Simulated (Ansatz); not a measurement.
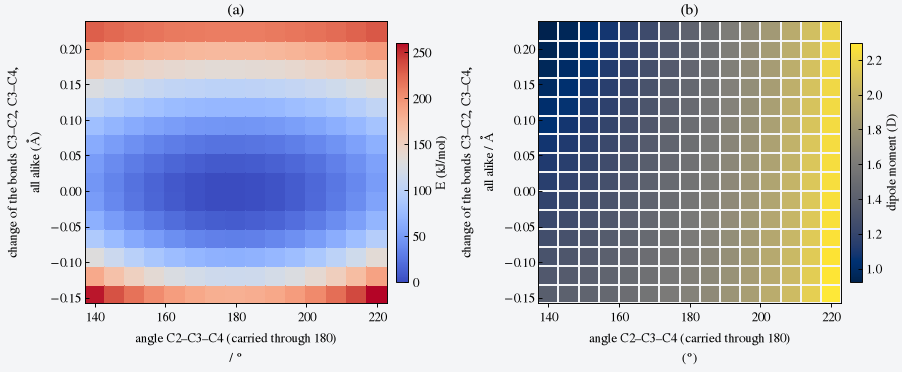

C₃H₄ClGa, SMILES ClCC#[C][GaH2]. Coordinates scanned: (1) angle C2–C3–C4 (carried through 180); (2) change of the bonds C3–C2, C3–C4, all alike. Nothing is relaxed (all other coordinates rigid). Grid: 15 × 15 points. Points are written as (first, second). Energies: kJ/mol, counted from the lowest grid point. Method: RKS SPW92 (LDA)/def2-TZVP (Ansatz).

Panel (a) is the energy and panel (b) the computed dipole moment on the same grid.

The picture shows one coloured cell a grid point.

Question: How does the dipole moment vary over the map, and what is it at the lowest grid point?

Answer: Leaving out the highest fifth of the energies, it runs from 0.96 D at (140.0°, 0.172 Å) to 2.27 D at (220.0°, −0.093 Å). At the lowest grid point, (180.0°, 0.013 Å), it is 1.55 D.
